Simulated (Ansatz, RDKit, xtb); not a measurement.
**Isomers of C2H12BNSi2, a sample narrowed down**

Which of a sample of isomers of C2H12BNSi2 is the most stable in the gas at 298.15 K, and what are its properties? The sample is small against all isomers, and the most stable one of this formula need not be in it.

Plan: many cheap relaxations first (GFN2-xTB), then density-functional screening, relaxation at r2SCAN-D4/def2-SVP, vibrations (at GFN2-xTB) and a final energy. The numbers are computed, not measured.

### 1 Candidates

Isomers were taken from a list of plausible structures; this is a sample, not all of them. That gives 7 candidates.

```csv
label,SMILES,spin
c046,CB(C)N([SiH3])[SiH3],singlet
c067,CB(C)[SiH2]N[SiH3],singlet
c156,C[Si@H](BN)C[SiH3],singlet
c263,CB(C)N[SiH2][SiH3],singlet
c342,CN[SiH2]BC[SiH3],singlet
c660,BN[Si@H]([SiH3])CC,singlet
c733,B[SiH2]CN(C)[SiH3],singlet
```

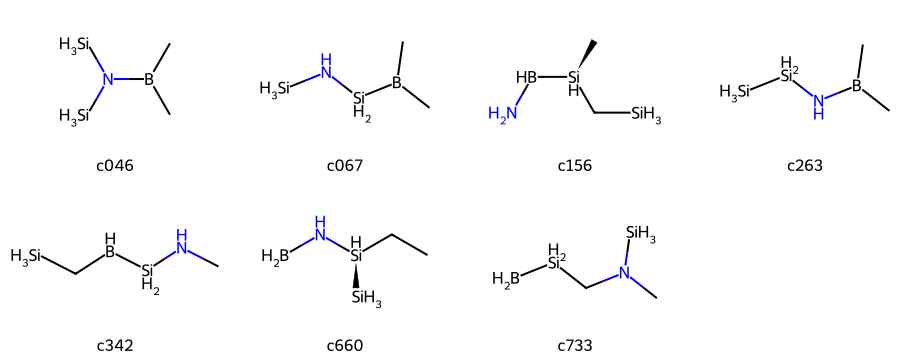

Structural formulas of the candidates.

Candidates are built by distance geometry, with a force field where one applies, in up to four conformers (letters a to d).

**Question.** With final energies at CCSD(T)/def2-SVP + MP2/def2-TZVPP - MP2/def2-SVP, which structure will this search put lowest in free energy, and by what margin?

| quantity | value |
| --- | --- |
| lowest structure found | CB(C)N([SiH3])[SiH3], singlet |
| next finalist | CB(C)N[SiH2][SiH3], singlet, 10.2 kcal/mol higher in G |
| share at equilibrium, among the finalists | 100.0 % |

`CB(C)N([SiH3])[SiH3]` comes out lowest. The margin of 10.2 kcal/mol over the next finalist is beyond the usual error of the last level; it says nothing of structures that weren't ranked. GFN2-xTB, HF/STO-3G, r2SCAN-D4/def2-SVP, r2SCAN-D4/def2-SVP, relaxed, HF/def2-SVP and MP2/def2-SVP already put its bonding pattern lowest among the structures in one piece. 3 minima inside the window were never screened. Lowest found is not proven lowest: the search is finite, and each finalist counts with one conformer. Only 7 drawn patterns were tried, so whole families of isomers are missing, and the result ranks this sample alone.
